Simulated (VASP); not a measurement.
```
CELL_PARAMETERS angstrom
      0.00000     1.94428     1.94428
      1.94428     0.00000     1.94428
      1.94428     1.94428     0.00000
ATOMIC_POSITIONS crystal
  Pd 0.00000 0.00000 0.00000
```

Level of theory: PBE GGA with D3 dispersion (Becke-Johnson damping), VASP's PBE PAW potentials (set 64) (plane waves; VASP). Run with 520 eV cut-off, 18×18×18 Γ-centred mesh, tetrahedra with Blöchl corrections, potentials Pd.

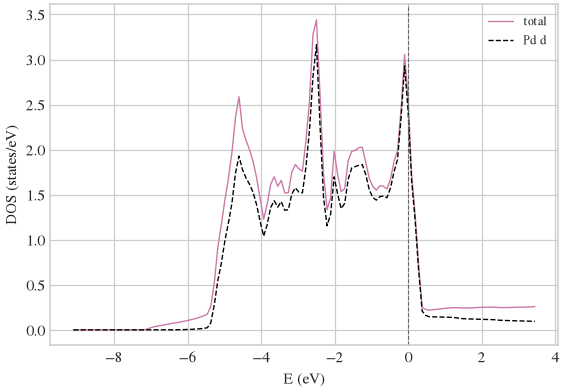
*Total and projected density of states, zero at the Fermi level*

Within 2 eV below the Fermi level the largest weight inside VASP's projection spheres is Pd d.

It has no gap at this level: it comes out as a metal or semimetal.

The compound is Pd in the fcc structure. It was relaxed first.
